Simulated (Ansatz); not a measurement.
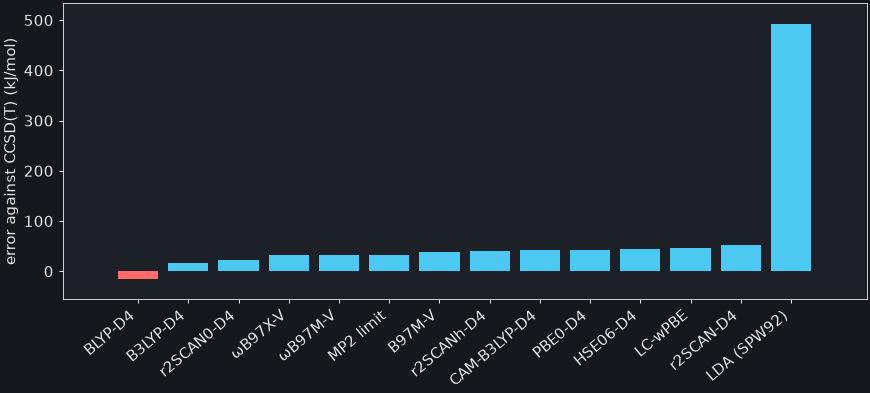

Error in the electronic atomisation energy (method less reference, so positive means overbinding) of C₂H₇BZn, SMILES C[B](C)[ZnH], singlet: functionals in def2-TZVPP against frozen-core CCSD(T) at the limit (MP2 extrapolated from triple and quadruple zeta, plus CCSD(T) less MP2 in a smaller set), which gives 3670.6 kJ/mol, at a PBE0-D4/def2-TZVP geometry (a minimum by its frequencies), no zero-point or spin-orbit term, the Ansatz code 0.2.0. The reference leaves out core correlation, a term that grows with the number of heavy atoms. Choice of cores on heavy atoms: Zn/Cu 3s3p. No dispersion term is added to LC-wPBE. Limit means the basis limit.

Which of these levels overbind, and which underbind?

Overbind: r2SCAN0-D4, ωB97X-V, ωB97M-V, MP2 limit, B97M-V, r2SCANh-D4, CAM-B3LYP-D4, PBE0-D4, HSE06-D4, LC-wPBE, r2SCAN-D4 and LDA (SPW92). Underbind: none clearly. Within 20 kJ/mol of zero, too close to call in view of what the reference leaves out: BLYP-D4 and B3LYP-D4.

What range do the values span?

From −15.3 kJ/mol (BLYP-D4) to 493.3 kJ/mol (LDA (SPW92)).

Caveats, for all or some of the runs: no scalar relativity up to krypton.
